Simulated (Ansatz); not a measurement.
Geometry relaxation, with input and output: Si$_{4}$NH$_{11}$O$_{3}$ (part 2 of 4)

Si$_{4}$NH$_{11}$O$_{3}$; RKS PBE/STO-3G (Ansatz 0.2.0). It belongs to a series of runs on one base structure; here: start relaxed.

Geometry of the input (Å):
```
Si 0.0000  0.0000  0.0000
N  0.0000  0.0000  1.8200
H  -0.8770  -0.2713  2.3500
H  0.8770  0.2713  2.3500
O  1.5842  0.0000  -0.5594
Si 2.4906  -1.3762  -0.8866
H  1.6598  -2.3521  -1.5857
H  3.6318  -1.0202  -1.7249
H  2.9691  -1.9538  0.3660
O  -0.7913  1.3709  -0.5594
Si -2.4002  1.4263  -1.0396
H  -3.2124  0.6421  -0.1138
H  -2.8620  2.8114  -1.0378
H  -2.5267  0.8736  -2.3850
O  -0.7913  -1.3709  -0.5594
Si -1.6730  -2.4329  0.3983
H  -1.2634  -2.2870  1.7920
H  -3.0964  -2.1323  0.2761
H  -1.4264  -3.8036  -0.0398
```

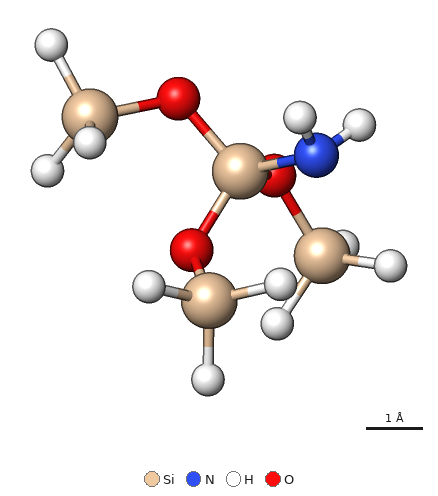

Fig. 1: The geometry at step 6 of the log (ball-and-stick view, seen at a tilt).

## Output, continued
```
relax step  39: F+E_penalty+E_count = -38827.76116507 eV  Δ(F+E_penalty+E_count) = -2.690e-4 eV  max|allowed force component| = 5.179e-3 eV/Å  Δτ_max = 0.0149 Å  (21 SCF iters, accepted)
922 factors; integrals over basis functions are off by at most 2.9e-5 eV
mean field evaluation 288: about -38827.8510 eV, gradient 1.7e0 eV
mean field -38827.76116507 eV, -1426.8939044146 hartree, gradient 2.6e-5 eV, S^2 0.000000; 1 other end points of the search recorded, 0 dependent functions left out
the calculation of the forces begins
reference -38827.76119739 eV, -1426.8939056022 hartree; 49, 49 occupied and 18, 18 virtual orbitals, 922 factors
Total energy: -38827.76119739 eV, -1426.8939056022 hartree
Atom 0 at    -0.229924    -0.087570     0.463696 Å, force    -0.002559     0.004823     0.002525 eV/Å
Atom 1 at    -0.183755    -0.152988     2.244575 Å, force    -0.001779    -0.003716    -0.003202 eV/Å
Atom 2 at    -0.626552     0.729214     2.630174 Å, force     0.001487    -0.000303     0.001671 eV/Å
Atom 3 at     0.817762    -0.097355     2.585827 Å, force    -0.001044     0.000645    -0.000894 eV/Å
Atom 4 at     1.291730     0.179569    -0.254928 Å, force    -0.000684     0.000395    -0.002708 eV/Å
Atom 5 at     1.856099    -1.112239    -1.246969 Å, force     0.002425    -0.000283    -0.001669 eV/Å
Atom 6 at     1.035205    -1.355684    -2.432215 Å, force    -0.000385     0.000269     0.000403 eV/Å
Atom 7 at     3.167828    -0.661955    -1.695728 Å, force    -0.001062    -0.001127     0.000412 eV/Å
Atom 8 at     2.036684    -2.374326    -0.530428 Å, force    -0.000264     0.000300    -0.000567 eV/Å
Atom 9 at    -1.316270     1.181867     0.141818 Å, force    -0.000491     0.000940    -0.003545 eV/Å
Atom 10 at    -1.887328     1.321493    -1.474036 Å, force     0.001591     0.000599     0.002183 eV/Å
Atom 11 at    -2.802897     0.238120    -1.832501 Å, force     0.001445     0.000322    -0.001697 eV/Å
Atom 12 at    -2.611945     2.583474    -1.527629 Å, force     0.000249     0.000179    -0.000171 eV/Å
Atom 13 at    -0.811343     1.346659    -2.465122 Å, force    -0.000176     0.001085    -0.000339 eV/Å
Atom 14 at    -0.726102    -1.582859    -0.180453 Å, force     0.003582     0.000060     0.005179 eV/Å
Atom 15 at    -1.501610    -2.674758     0.900375 Å, force    -0.004439    -0.000567     0.003902 eV/Å
Atom 16 at    -0.585969    -3.245772     1.886144 Å, force     0.001667    -0.000211    -0.001357 eV/Å
Atom 17 at    -2.642469    -2.084462     1.597718 Å, force    -0.000234    -0.001614     0.000682 eV/Å
Atom 18 at    -1.986744    -3.755128     0.050682 Å, force     0.000671    -0.001795    -0.000809 eV/Å
Dipole moment:     0.038675     0.116048     0.062001 e Å
```

## Trajectory as extended XYZ (Å, eV, eV/Å), 39 frames, from step=1 to step=39
```
19
Properties=species:S:1:pos:R:3:forces:R:3 step=1 energy=-38826.98065
Si    0.0000    0.0000    0.0000   -0.2672  -0.4856   2.5553
N     0.0000    0.0000    1.8200    0.3218   0.0670  -2.0547
H    -0.8770   -0.2713    2.3500    1.2575   0.5704   0.0061
H     0.8770    0.2713    2.3500   -1.2259  -0.3622  -0.0015
O     1.5842    0.0000   -0.5594   -0.2038   1.3381  -0.0239
Si    2.4906   -1.3762   -0.8866   -0.3590  -0.4286   0.0337
H     1.6598   -2.3521   -1.5857    0.1804  -0.2560  -0.0606
H     3.6318   -1.0202   -1.7249   -0.0765   0.1306   0.0782
H     2.9691   -1.9538    0.3660    0.1373  -0.1712   0.0118
O    -0.7913    1.3709   -0.5594    1.0372   0.5209  -0.0468
Si   -2.4002    1.4263   -1.0396   -0.0810  -0.4590   0.0152
H    -3.2124    0.6421   -0.1138   -0.3077   0.0064  -0.0622
H    -2.8620    2.8114   -1.0378    0.1330  -0.0245   0.0173
H    -2.5267    0.8736   -2.3850   -0.2369   0.0063  -0.1040
O    -0.7913   -1.3709   -0.5594    0.0470  -0.0245  -0.8563
Si   -1.6730   -2.4329    0.3983    0.0128  -0.0527   0.3686
H    -1.2634   -2.2870    1.7920   -0.2286  -0.3103   0.1370
H    -3.0964   -2.1323    0.2761   -0.1166  -0.0943   0.0513
H    -1.4264   -3.8036   -0.0398   -0.0239   0.0293  -0.0643
19
Properties=species:S:1:pos:R:3:forces:R:3 step=2 energy=-38827.32799
Si   -0.0062   -0.0054    0.0339   -0.1104  -0.3067   1.6742
N     0.0608    0.0331    1.8037   -0.3973  -0.3449  -1.1971
H    -0.7928   -0.1029    2.3974    0.5989   0.2707  -0.1012
H     0.9153    0.3004    2.3290   -0.1720  -0.0050   0.1109
O     1.5666    0.0365   -0.5469    0.0763   0.7196  -0.1225
Si    2.4502   -1.3655   -0.8709    0.0797  -0.4508  -0.0318
H     1.6823   -2.3857   -1.5896    0.0676   0.0070   0.0183
H     3.5916   -0.9731   -1.6903   -0.0598   0.0652   0.0254
H     2.9670   -1.9722    0.3590   -0.0322  -0.0169  -0.0101
O    -0.7595    1.3770   -0.5468    0.4369   0.4008  -0.1279
Si   -2.3743    1.3982   -1.0373   -0.3936  -0.1811  -0.0892
H    -3.2535    0.6427   -0.1387    0.0005   0.0232  -0.0487
H    -2.8105    2.7901   -1.0336    0.0807  -0.0065   0.0061
H    -2.5534    0.8691   -2.3915   -0.0106  -0.0096   0.0279
O    -0.8023   -1.3687   -0.5601   -0.0001   0.0220  -0.4140
Si   -1.6866   -2.4590    0.3805   -0.1550  -0.2099   0.4644
H    -1.3376   -2.4181    1.8045   -0.0561  -0.0541  -0.0841
H    -3.1200   -2.1874    0.2662    0.0087   0.0130  -0.0172
H    -1.4447   -3.8138   -0.1074    0.0380   0.0640  -0.0833
19
Properties=species:S:1:pos:R:3:forces:R:3 step=3 energy=-38827.43103
Si   -0.0135   -0.0152    0.0683   -0.0777  -0.1593  -0.1563
N     0.0916   -0.0119    1.7782   -0.6058  -0.3025   0.6930
H    -0.7507    0.0104    2.4031    0.3905   0.1040  -0.2814
H     0.9361    0.2806    2.2976    0.2184   0.0932   0.0289
O     1.5542    0.0694   -0.5419    0.1333   0.2532  -0.1101
Si    2.4286   -1.3526   -0.8636    0.0835  -0.1875  -0.0189
H     1.6862   -2.3807   -1.5961   -0.0022   0.0482   0.0029
H     3.5631   -0.9284   -1.6739    0.0186  -0.0272   0.0285
H     2.9329   -1.9746    0.3643   -0.0102   0.0187  -0.0165
O    -0.7410    1.3853   -0.5240    0.0699   0.2310  -0.0731
Si   -2.3595    1.3738   -1.0396   -0.1687  -0.0518  -0.0479
H    -3.2578    0.6283   -0.1522    0.0269   0.0299  -0.0067
H    -2.7711    2.7721   -1.0450   -0.0324  -0.0109  -0.0268
H    -2.5344    0.8352   -2.3904    0.0306  -0.0006   0.0240
O    -0.8274   -1.3630   -0.5563   -0.0096   0.0893  -0.1337
Si   -1.7022   -2.4694    0.3931   -0.0605  -0.1364   0.1397
H    -1.3616   -2.4693    1.8184   -0.0022  -0.0186  -0.0790
H    -3.1353   -2.1961    0.2766    0.0122  -0.0008   0.0115
H    -1.4458   -3.7986   -0.1556   -0.0146   0.0279   0.0218
19
Properties=species:S:1:pos:R:3:forces:R:3 step=4 energy=-38827.51171
Si   -0.0263   -0.0170    0.0743   -0.1089  -0.0584  -0.8830
N     0.1271   -0.1672    1.7887    0.2710  -0.4588   0.2080
H    -0.6873    0.1627    2.3426   -0.1357   0.2757   0.4067
H     1.0049    0.2349    2.1830    0.0250   0.1626   0.2737
O     1.5199    0.1088   -0.6185    0.0835  -0.0801  -0.0044
Si    2.4092   -1.3443   -0.8335   -0.0089   0.1166   0.0162
H     1.6934   -2.3719   -1.5832   -0.0427  -0.0410  -0.0463
H     3.6027   -0.9667   -1.5771    0.0046   0.0131   0.0028
H     2.8228   -1.9358    0.4377    0.0042  -0.0221   0.0604
O    -0.7718    1.4299   -0.3998   -0.1402   0.1915  -0.0160
Si   -2.3681    1.3650   -1.0168    0.1383  -0.0764  -0.0447
H    -3.2907    0.6426   -0.1437   -0.0538  -0.0248   0.0475
H    -2.8083    2.7497   -1.1053    0.0016   0.0331   0.0059
H    -2.4583    0.7694   -2.3493    0.0069  -0.0103  -0.0144
O    -0.8923   -1.3113   -0.6024   -0.0948  -0.0284   0.0327
Si   -1.7024   -2.4672    0.3706    0.0482   0.0958   0.0298
H    -1.2742   -2.5126    1.7637    0.0223  -0.0041   0.0546
H    -3.1394   -2.1997    0.3525   -0.0148   0.0074  -0.0271
H    -1.4684   -3.7740   -0.2224   -0.0058  -0.0915  -0.1026
19
Properties=species:S:1:pos:R:3:forces:R:3 step=5 energy=-38827.53446
Si   -0.0479   -0.0169    0.0693    0.0184   0.2685  -0.4311
N     0.1801   -0.2646    1.8280   -0.9436   0.8563   1.2744
H    -0.5837    0.3183    2.3804    1.1648  -0.8603  -0.9293
H     1.0826    0.2203    2.1323   -0.1768  -0.0622  -0.1443
O     1.4802    0.1254   -0.6867   -0.0669  -0.2344   0.0989
Si    2.3832   -1.3405   -0.8102   -0.0183   0.1668   0.0048
H     1.6901   -2.3700   -1.5827    0.0039  -0.0355   0.0006
H     3.6126   -0.9784   -1.5052   -0.0241  -0.0218   0.0414
H     2.7211   -1.9090    0.4992   -0.0145   0.0243  -0.0675
O    -0.8090    1.4675   -0.3091   -0.0135  -0.1714   0.0393
Si   -2.3711    1.3427   -1.0202    0.0667   0.0154   0.0242
H    -3.3215    0.6396   -0.1571   -0.0248  -0.0238  -0.0354
H    -2.8211    2.7229   -1.1534    0.0002  -0.0279  -0.0325
H    -2.3883    0.7110   -2.3421   -0.0027   0.0383   0.0526
O    -0.9663   -1.2705   -0.6277    0.0588   0.0660   0.2156
Si   -1.7020   -2.4766    0.3562   -0.0770   0.0163  -0.1836
H    -1.2050   -2.5604    1.7278    0.0038  -0.0389  -0.0467
H    -3.1411   -2.2130    0.3909    0.0267  -0.0159   0.0550
H    -1.5004   -3.7524   -0.3287    0.0191   0.0403   0.0636
19
Properties=species:S:1:pos:R:3:forces:R:3 step=6 energy=-38827.58294
Si   -0.0489   -0.0102    0.0784    0.0361   0.0439  -0.1888
N     0.1806   -0.2298    1.8386   -0.0548   0.0690   0.3127
H    -0.5526    0.3203    2.3792    0.0654  -0.0777  -0.1452
H     1.0851    0.2352    2.1433   -0.0240  -0.0357  -0.1158
O     1.4797    0.1138   -0.6667   -0.0272  -0.1129   0.0143
Si    2.3827   -1.3433   -0.8142   -0.0112   0.0839   0.0538
H     1.6895   -2.3782   -1.5796   -0.0027  -0.0131  -0.0219
H     3.6078   -0.9751   -1.5115   -0.0199  -0.0046   0.0041
H     2.7372   -1.9166    0.4866   -0.0102   0.0071  -0.0206
O    -0.8093    1.4634   -0.3171   -0.0403  -0.0401   0.0413
Si   -2.3726    1.3472   -1.0210    0.0363  -0.0284  -0.0536
H    -3.3250    0.6260   -0.1754   -0.0159   0.0083   0.0020
H    -2.8251    2.7262   -1.1528    0.0008  -0.0137   0.0147
H    -2.3929    0.7314   -2.3487    0.0208   0.0112   0.0240
O    -0.9636   -1.2678   -0.6091   -0.0065   0.0391   0.1315
Si   -1.7141   -2.4823    0.3476    0.0586   0.0583  -0.0184
H    -1.2223   -2.5845    1.7186    0.0071   0.0024   0.0027
H    -3.1530   -2.2225    0.3908    0.0140  -0.0173  -0.0041
H    -1.4909   -3.7578   -0.3258   -0.0267   0.0204  -0.0327
19
Properties=species:S:1:pos:R:3:forces:R:3 step=7 energy=-38827.57874 accepted=F
Si   -0.0667    0.0138    0.0943    0.0089  -0.2871   0.0368
N     0.1776   -0.2572    1.8601   -0.0080  -0.1517  -0.3390
H    -0.5302    0.3621    2.3497    0.0091   0.1601   0.2249
H     1.1004    0.2146    2.0790    0.1380   0.1461   0.2948
O     1.4345    0.0926   -0.6876    0.0989   0.0850  -0.0218
Si    2.3583   -1.3466   -0.7992   -0.0173  -0.0705  -0.1459
H     1.6958   -2.3869   -1.5887   -0.0162   0.0123   0.0507
H     3.5847   -0.9698   -1.4851    0.0424   0.0279   0.0144
H     2.6991   -1.9191    0.5022   -0.0131   0.0045   0.0525
O    -0.8294    1.4930   -0.2413    0.1283   0.0490   0.0463
Si   -2.3402    1.3192   -1.0299   -0.3878   0.0959  -0.0197
H    -3.3306    0.5940   -0.2302    0.0419  -0.0267  -0.0365
H    -2.8323    2.6832   -1.1690    0.0340   0.0234  -0.0412
H    -2.2780    0.7172   -2.3575    0.0199  -0.0203  -0.0660
O    -1.0536   -1.1895   -0.5741    0.0479   0.1230  -0.0684
Si   -1.6998   -2.4646    0.3620   -0.2324  -0.1187  -0.0190
H    -1.1324   -2.6194    1.6997    0.0276  -0.0400  -0.0562
H    -3.1400   -2.2514    0.4856   -0.0177   0.0404   0.0695
H    -1.5246   -3.6898   -0.4090    0.0954  -0.0528   0.0238
19
Properties=species:S:1:pos:R:3:forces:R:3 step=8 energy=-38827.59496
Si   -0.0552   -0.0043    0.0891   -0.0194  -0.0207  -0.0288
N     0.1886   -0.2411    1.8577    0.0001   0.0348   0.0147
H    -0.5288    0.3545    2.3704    0.0318  -0.0065  -0.0105
H     1.1026    0.2356    2.1187   -0.0089  -0.0076   0.0082
O     1.4587    0.1020   -0.6789   -0.0063   0.0052  -0.0050
Si    2.3724   -1.3451   -0.8106   -0.0142   0.0004   0.0167
H     1.6905   -2.3844   -1.5824    0.0086   0.0010  -0.0069
H     3.6010   -0.9704   -1.4967   -0.0038  -0.0049  -0.0040
H     2.7146   -1.9142    0.4940    0.0003  -0.0020   0.0016
O    -0.8247    1.4712   -0.2745   -0.0259  -0.0177   0.0103
Si   -2.3651    1.3349   -1.0280    0.0330   0.0092   0.0033
H    -3.3390    0.6112   -0.2083   -0.0017   0.0007  -0.0227
H    -2.8232    2.7114   -1.1645   -0.0064  -0.0056  -0.0004
H    -2.3391    0.7285   -2.3585    0.0076  -0.0028   0.0038
O    -1.0071   -1.2327   -0.5893   -0.0121   0.0203   0.0425
Si   -1.7157   -2.4798    0.3506    0.0383   0.0000   0.0034
H    -1.1818   -2.6174    1.7036   -0.0009   0.0001  -0.0192
H    -3.1547   -2.2342    0.4397    0.0097  -0.0166   0.0035
H    -1.5014   -3.7306   -0.3712   -0.0297   0.0127  -0.0104
19
Properties=species:S:1:pos:R:3:forces:R:3 step=9 energy=-38827.60127
Si   -0.0704    0.0060    0.1098   -0.0042  -0.0482   0.0918
N     0.2024   -0.2353    1.8798    0.0045   0.0481  -0.0819
H    -0.4902    0.3934    2.3874   -0.0096   0.0034   0.0332
H     1.1293    0.2344    2.1121   -0.0016  -0.0237   0.0125
O     1.4282    0.0981   -0.6843    0.0332   0.0317  -0.0278
Si    2.3483   -1.3441   -0.8048    0.0214  -0.0363  -0.0529
H     1.6812   -2.3860   -1.5868   -0.0164   0.0056   0.0265
H     3.5772   -0.9693   -1.4897    0.0107   0.0141   0.0097
H     2.6887   -1.9117    0.5005   -0.0095  -0.0035   0.0120
O    -0.8440    1.4835   -0.2296   -0.0519   0.0076  -0.0112
Si   -2.3508    1.3356   -1.0493   -0.0540  -0.0708  -0.0005
H    -3.3542    0.5876   -0.2866    0.0333   0.0411  -0.0132
H    -2.8260    2.7060   -1.1876    0.0154   0.0053  -0.0045
H    -2.2645    0.7415   -2.3834    0.0270   0.0317   0.0053
O    -1.0551   -1.1992   -0.5584    0.0012  -0.0217   0.0177
Si   -1.7074   -2.4909    0.3597   -0.0905  -0.0503  -0.0127
H    -1.1131   -2.6801    1.6833    0.0051  -0.0084  -0.0788
H    -3.1446   -2.2647    0.5211    0.0471   0.0161   0.0293
H    -1.5426   -3.7094   -0.4323    0.0388   0.0580   0.0455
19
Properties=species:S:1:pos:R:3:forces:R:3 step=10 energy=-38827.60579
Si   -0.0930    0.0146    0.1338    0.0261  -0.0459   0.0820
N     0.2056   -0.2319    1.8992    0.0020   0.0890  -0.0743
H    -0.4600    0.4248    2.4107    0.0291  -0.0218   0.0261
H     1.1505    0.2162    2.1057   -0.0320  -0.0347   0.0389
O     1.3922    0.0970   -0.6880    0.0278   0.0503  -0.0221
Si    2.3180   -1.3415   -0.8035   -0.0248  -0.0494  -0.0077
H     1.6484   -2.3868   -1.5794    0.0068   0.0155   0.0000
H     3.5499   -0.9631   -1.4806    0.0064  -0.0017  -0.0082
H     2.6494   -1.9097    0.5036    0.0087   0.0039   0.0170
O    -0.8751    1.4921   -0.1830   -0.0689  -0.0182  -0.0312
Si   -2.3380    1.3329   -1.0818   -0.0550  -0.0142  -0.0097
H    -3.3817    0.5813   -0.3741    0.0850   0.0294  -0.0785
H    -2.8144    2.7025   -1.2226    0.0102   0.0155  -0.0138
H    -2.1671    0.7742   -2.4268   -0.0194   0.0091   0.1021
O    -1.1064   -1.1704   -0.5246   -0.0051  -0.0380  -0.0002
Si   -1.6974   -2.5059    0.3722   -0.0105  -0.1151   0.1067
H    -1.0011   -2.7630    1.6418   -0.1024   0.0457  -0.2114
H    -3.1233   -2.2832    0.6491    0.1694  -0.0539  -0.0176
H    -1.5640   -3.6850   -0.4905   -0.0535   0.1345   0.1018
19
Properties=species:S:1:pos:R:3:forces:R:3 step=11 energy=-38827.61249
Si   -0.0999    0.0188    0.1416    0.0083   0.0034   0.0391
N     0.1970   -0.2281    1.9046    0.0191   0.0629  -0.0611
H    -0.4596    0.4286    2.4250    0.0105  -0.0057   0.0166
H     1.1486    0.2003    2.1176   -0.0345  -0.0323   0.0248
O     1.3869    0.1035   -0.6809    0.0023   0.0357  -0.0009
Si    2.3067   -1.3395   -0.8013   -0.0092  -0.0147  -0.0119
H     1.6313   -2.3802   -1.5776    0.0022   0.0014   0.0102
H     3.5371   -0.9652   -1.4839    0.0034  -0.0011  -0.0040
H     2.6438   -1.9062    0.5054   -0.0003  -0.0064   0.0060
O    -0.8861    1.4954   -0.1762   -0.0334  -0.0352   0.0008
Si   -2.3367    1.3417   -1.0941   -0.0079  -0.0668  -0.0469
H    -3.3880    0.5849   -0.4073    0.0440   0.0535  -0.0285
H    -2.8024    2.7138   -1.2497   -0.0055  -0.0032  -0.0050
H    -2.1483    0.7670   -2.4290   -0.0108   0.0400   0.0676
O    -1.1105   -1.1684   -0.5189    0.0170  -0.0258  -0.0068
Si   -1.6839   -2.5117    0.3757   -0.0543  -0.1130   0.0993
H    -0.9479   -2.7931    1.6150   -0.0811   0.0272  -0.1730
H    -3.0976   -2.2905    0.7047    0.1445  -0.0237  -0.0069
H    -1.5982   -3.6759   -0.5098   -0.0142   0.1039   0.0808
19
Properties=species:S:1:pos:R:3:forces:R:3 step=12 energy=-38827.62477
Si   -0.1162    0.0268    0.1600   -0.0363   0.0421  -0.0359
N     0.1652   -0.2159    1.9168    0.0885   0.0293   0.0471
H    -0.4711    0.4413    2.4557   -0.0262   0.0152  -0.0158
H     1.1330    0.1564    2.1572   -0.0918  -0.0500  -0.0428
O     1.3780    0.1256   -0.6527    0.0183  -0.0426   0.0096
Si    2.2794   -1.3304   -0.7938    0.0135   0.0202  -0.0240
H     1.5848   -2.3626   -1.5635   -0.0151  -0.0036   0.0096
H     3.5035   -0.9715   -1.4974   -0.0092   0.0077   0.0206
H     2.6302   -1.9065    0.5062   -0.0046   0.0087  -0.0104
O    -0.9140    1.4951   -0.1651   -0.0208  -0.0301   0.0200
Si   -2.3301    1.3573   -1.1353   -0.0025   0.0442  -0.0052
H    -3.4182    0.6308   -0.4816    0.0100  -0.0335   0.0129
H    -2.7765    2.7338   -1.3160    0.0309  -0.0164  -0.0067
H    -2.1070    0.7716   -2.4565    0.0096  -0.0003   0.0066
O    -1.1046   -1.1770   -0.5092    0.0261  -0.0149  -0.0020
Si   -1.6430   -2.5348    0.3863   -0.1365  -0.1172   0.1150
H    -0.7994   -2.8905    1.5345   -0.0842   0.0123  -0.1740
H    -3.0122   -2.2945    0.8695    0.2105  -0.0182  -0.0448
H    -1.6894   -3.6599   -0.5541    0.0198   0.1472   0.1202
```
